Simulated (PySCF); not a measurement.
Input

```
# [CH3][Sn][F]
from pyscf import gto, dft

mol = gto.M(
    atom=[
    ('C', (-1.029589, -0.401881, -1.721062)),
    ('F', (1.643592, 0.710497, -0.810928)),
    ('Sn', (0.933670, -1.121184, -0.994804)),
    ('H', (-1.465102, 0.268909, -0.960600)),
    ('H', (-0.872521, 0.196270, -2.635162)),
    ('H', (-1.737329, -1.217703, -1.936401)),
],
    charge=0,
    max_memory=3720,
    basis='def2-tzvpd',
    verbose=3,
    ecp={'Sn': 'def2-svp'},
)

mf = dft.RKS(mol)
mf.xc = 'pbe0'
mf = mf.density_fit(auxbasis='def2-universal-jkfit')
mf.max_cycle = 100
mf.conv_tol = 1e-09
mf.grids.level = 3
mf.kernel()
if not mf.converged:
    mf = mf.newton().run(mf.mo_coeff, mf.mo_occ)

e_tot = mf.e_tot
print('E(%s) = %.9f' % ('PBE0', e_tot))
grad = mf.nuc_grad_method().kernel()
dip = mf.dip_moment()
pop, q = mf.mulliken_pop()
```

Command:

```sh
OMP_NUM_THREADS=2 python input.py
```

Geometry: B3LYP-D3(BJ)/def2-SVP; core potentials replace the inner electrons of Sn.

Computed with Gaussian-basis quantum chemistry of an isolated molecule with PySCF, energy and nuclear gradient, functional PBE0 (PySCF 2.14.0).

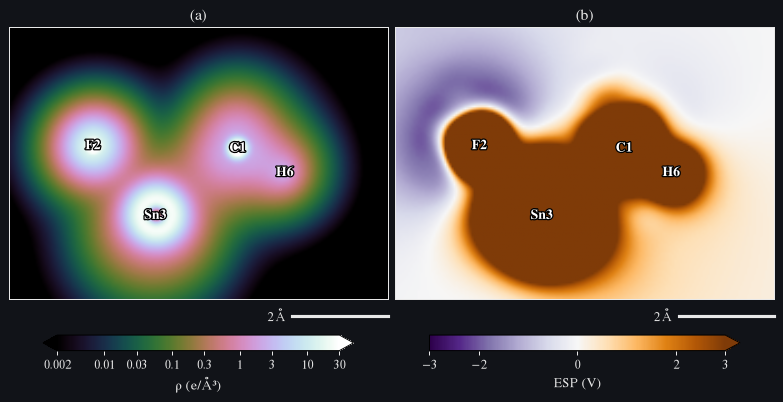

CH3FSn. (a) electron density; (b) molecular electrostatic potential on the plane of atoms Sn3, C1 and H6.

Read the bonding off the picture.

Atoms in the plane: C, F, Sn and H. Sn–F (1.97 Å): ρ at the midpoint is about 0.74 e/Å³. C–Sn (2.21 Å): the density is about 0.65 e/Å³ at the midpoint. C–H (1.10 Å): the density is about 1.9 e/Å³ at the midpoint. Outside the dense part of the molecule the potential is most negative (−2.0 V) near F2.
